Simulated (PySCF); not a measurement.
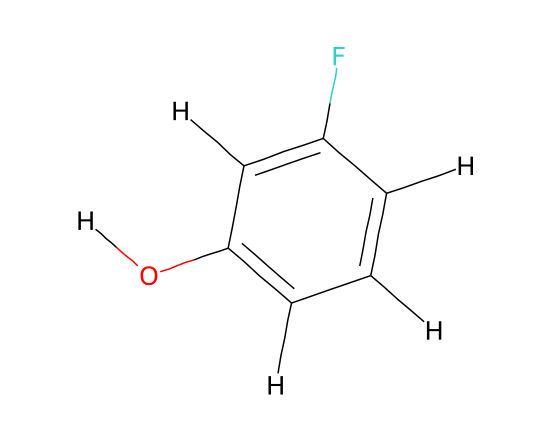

Give its SMILES.

Answer. Oc1cccc(F)c1

Give the formula, hydrogens included.

Answer. C6H5FO.

An optimisation with GFN2-xTB gave a structure of which point group?

Answer. Cs.

More results for the same structure follow; atom numbers are the same in all pictures, views and colours differ. The computed structure is the end point of a GFN2-xTB optimisation. No frequency run is at hand to confirm it as a minimum.

Dipole moment

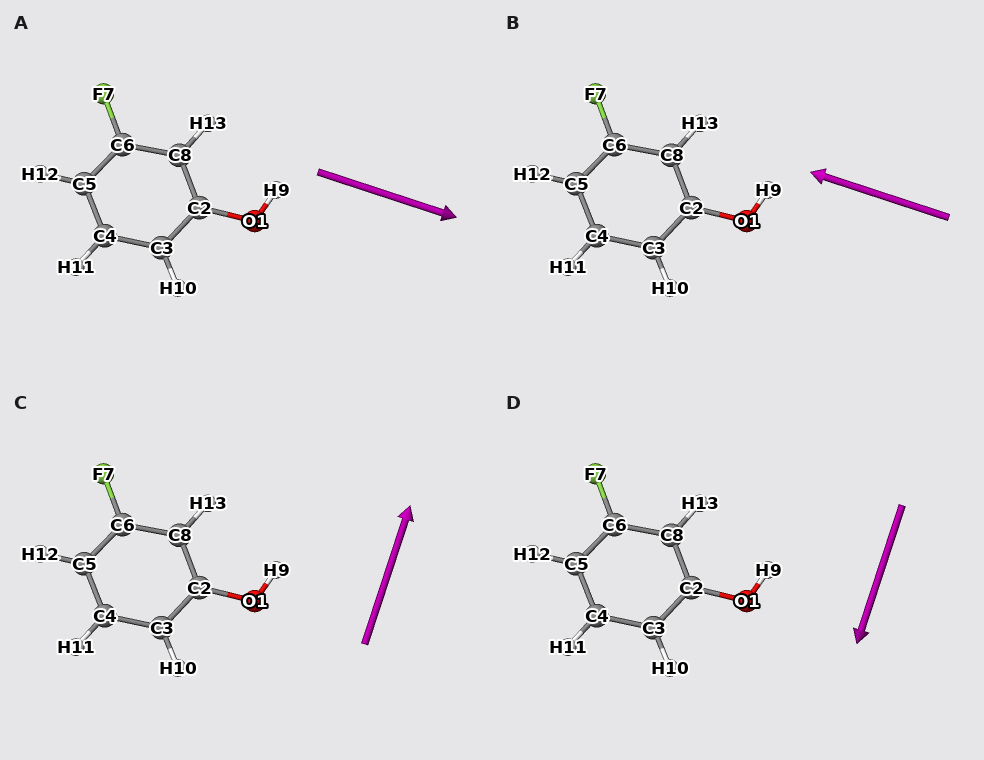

The same molecule four times, each with an arrow. No frequency run is at hand to confirm it as a minimum. Method: B3LYP/def2-SVPD, gas phase (PySCF 2.14.0).

Which arrow points along the dipole moment, from the negative to the positive end?

Answer. A. The dipole moment is 0.86 D; it points from the side of H12 to the side of H9 (the outermost atoms at the two ends).

Polarisability

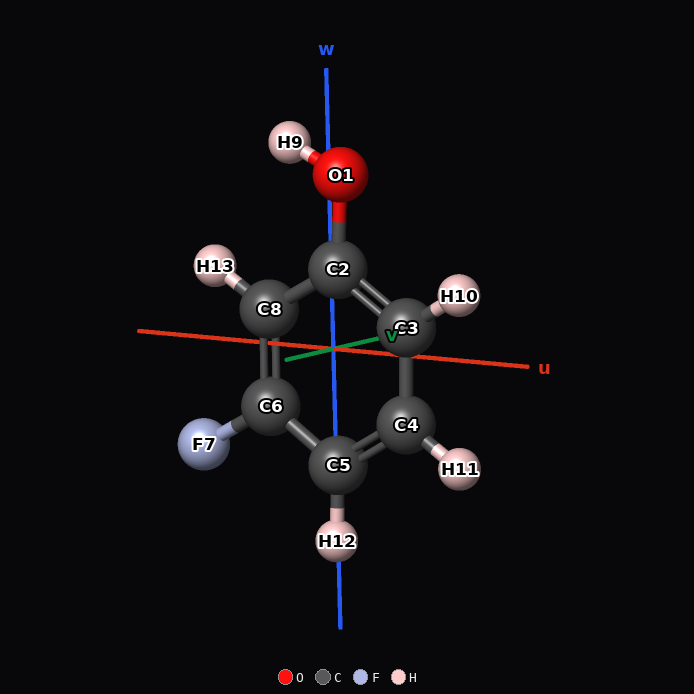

The lines u, v and w are the principal axes of the static dipole polarisability. No frequency run is at hand to confirm it as a minimum. Computed with B3LYP/def2-SVPD (PySCF 2.14.0).

Along which axis is the molecule most polarisable, and along which least?

Answer. Most along w (in the molecular plane, nearly parallel to the C6–C8 bond), least along v (normal to the molecular plane).

Give the three principal values.

Answer. u 83.1, v 43.9, w 91.4 bohr³; mean 72.8, anisotropy 43.9 bohr³.

Excitation

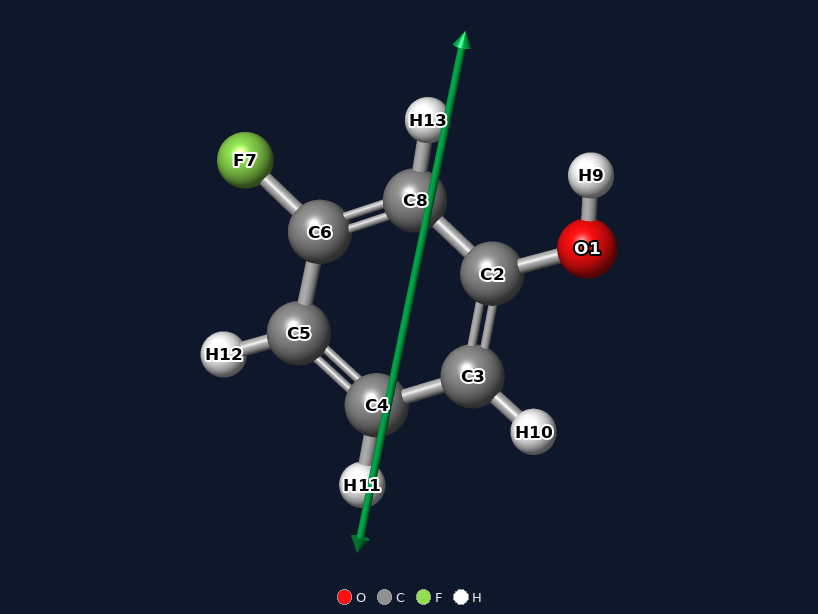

The double arrow shows the direction of the transition dipole to excited singlet state 6 (its length means nothing). No frequency run is at hand to confirm it as a minimum. Level of theory: TDDFT B3LYP/def2-SVPD, vertical, gas phase, core orbitals frozen in the response (PySCF 2.14.0).

How is the transition polarised?

Answer. In the molecular plane, nearly parallel to the C5–C6 bond.

Where does the transition lie, and how strong is it?

Answer. 6.75 eV (184 nm), oscillator strength 0.41, of mixed character, with the largest part HOMO−1 → LUMO (weight 0.46); transition dipole 3.99 D.
